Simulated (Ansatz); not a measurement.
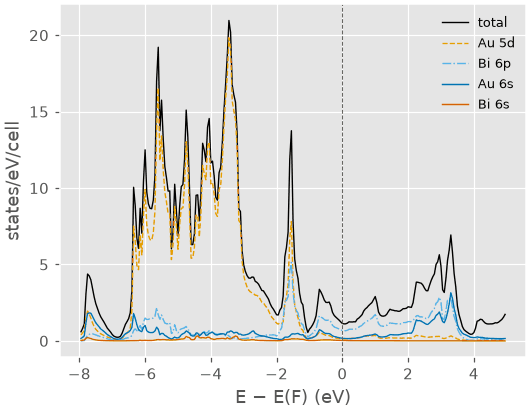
Figure. Total and projected density of states of BiAu₂ (cubic Laves (MgCu2 type), space group No. 227), DFT-r²SCAN in the program Ansatz with PAW potentials

Which orbitals carry the states next to the Fermi level?

Within 0.5 eV of the Fermi level: Bi 6p 57 %, Au 6s 16 %, Au 5d 13 %, outside the projected shells 11 %. Projections are on Löwdin-orthogonalised atomic valence shells; empty p or d shells of many metals are not among them.

Where is the tallest occupied peak in this window, and what makes it?

Near -3.4 eV, about 21 states/eV per cell; the largest projected share is Au 5d.

Space group Fd-3m (cubic Laves (MgCu2 type)). The first step of the workflow began from a Materials Project structure, measured or hypothetical; the Crystallography Open Database files this formula in space group No. 227, but the cells were not matched. Its standing as an ambient phase is unchecked. The cell was relaxed with r²SCAN under the symmetry of its start; its stability against distortions is not shown here. Scalar-relativistic: spin–orbit coupling is off unless named, which matters more the heavier the elements.

Potentials: the later of the program's two PAW sets.
